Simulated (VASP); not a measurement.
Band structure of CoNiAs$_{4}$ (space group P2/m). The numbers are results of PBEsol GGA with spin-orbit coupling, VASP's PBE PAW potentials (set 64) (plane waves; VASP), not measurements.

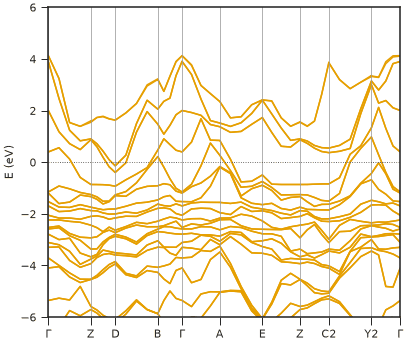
Bands along high-symmetry lines, zero at the valence-band maximum or, without a gap, the Fermi level

Task: Read the plot: is there a gap, and where are the band edges?

Result: It has no gap at this level: it comes out as a metal or semimetal.

The structure comes from a computed database's CoNiAs4 entry (P2/m); how it stands against other phases isn't given here. It was relaxed first.
